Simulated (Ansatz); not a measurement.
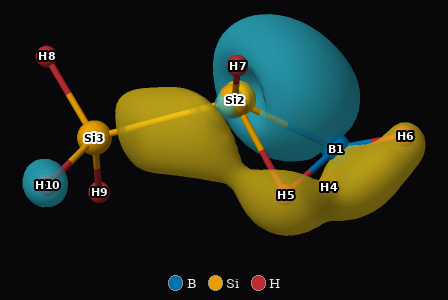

BH₇Si₂. The HOMO at ±0.15 Å⁻³ᐟ² (yellow and cyan are the two phases), seen at an oblique angle.

Geometry: PBE0-D3(BJ)/pcseg-1.

These are results of isolated molecule in a Gaussian basis; Kohn-Sham density functional theory, functional PBE0 in Ansatz, not measurements.

Input file:

```
crystal:
  periodic: [false, false, false]
  atoms:
    - {symbol: B, position_ang: [-1.073364, 2.319642, -0.326771]}
    - {symbol: Si, position_ang: [-1.425568, 1.317597, 1.248774]}
    - {symbol: Si, position_ang: [-0.970743, -0.972996, 1.453373]}
    - {symbol: H, position_ang: [-0.851517, 1.713578, -1.338112]}
    - {symbol: H, position_ang: [-0.045477, 1.950317, 0.570647]}
    - {symbol: H, position_ang: [-1.147388, 3.516076, -0.288202]}
    - {symbol: H, position_ang: [-1.473692, 2.000376, 2.578604]}
    - {symbol: H, position_ang: [-2.213207, -1.654704, 1.925136]}
    - {symbol: H, position_ang: [-0.586582, -1.513618, 0.118164]}
    - {symbol: H, position_ang: [0.118856, -1.235223, 2.439315]}
basis:
  gaussian: {orbitals: def2-TZVPD}
hamiltonian: {xc: {name: PBE0}}
output: {forces: true, orbitals: {seedname: orbitals}}
```

Command:

```sh
ansatz run input.yaml --threads 2 --pin off --max-ram 4350MiB --events-out events.jsonl --progress --plain --runs-dir runs
```

### Describe this orbital and give its energy.

It lies mainly on Si2 (about 40 %), B1 (about 30 %), Si3 (about 10 %) and H5 (about 5 %). Its energy is −7.54 eV.
